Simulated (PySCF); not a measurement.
C₆H₃CaF₂O (doublet)

The calculation's input:

```
{"job": {"kind": "epr"}, "charge": 0, "multiplicity": 2}
F     -2.918282     0.994354     0.144302
C     -1.664284     0.544382     0.090888
C     -1.383407    -0.807999     0.218429
C     -0.069384    -1.264750     0.156312
C      0.996665    -0.367294    -0.037462
O      2.247538    -0.792052    -0.106952
Ca     4.153985    -1.398712    -0.300475
C      0.696778     1.002950    -0.161111
C     -0.615435     1.443631    -0.097660
F     -0.888582     2.740663    -0.219017
H     -2.216394    -1.498594     0.366643
H      0.151315    -2.329169     0.255204
H      1.494574     1.732014    -0.310848
```

Command:

```sh
OMP_NUM_THREADS=1 python probes_run.py task.json out
```

Geometry: PBE0-D3(BJ)/def2-SVP.

Method: UKS B3LYP, IGLO-III on C F O, def2-TZVP-core on Ca, pcH-1 on H, non-relativistic, mean-field spin-orbit, GIAO in PySCF.

> What can the converged electron density, electron localisation function and spin density tell about the bonding?

C–O (1.32 Å): the density is about 2.5 e/Å³ at the midpoint, with its minimum of 2.2 e/Å³ about 0.5 Å from C; the ELF peaks at about 0.90 between the atoms, as expected for a polar covalent bond.
C–F (1.33 Å): ρ at the midpoint is about 2.3 e/Å³; the ELF peaks at about 0.85 between the atoms: a polar covalent bond.
C–C (1.39 Å): ρ is about 2.2 e/Å³ halfway; the ELF peaks at about 0.95 between the atoms (a covalent bond).
Ca–O (2.01 Å): the density is about 0.55 e/Å³ at the midpoint; the ELF peaks at about 0.85 in the valence shell of O, 0.5 Å from its nucleus, and drops to about 0.10 between the two atoms: a largely ionic contact.
The unpaired spin (1 electron) lies mostly on Ca7 (about 1.0), in electrons by Hirshfeld's partition.

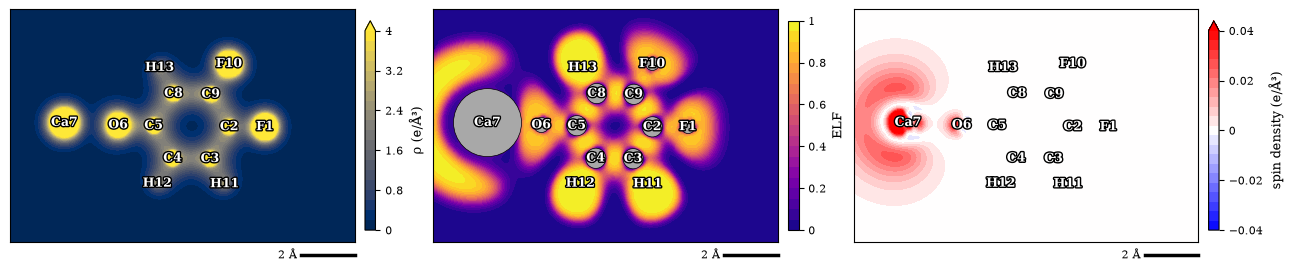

Computed electron density, electron localisation function and spin density on the molecular plane, in this order. Grey discs cover the atomic cores in the ELF map. 
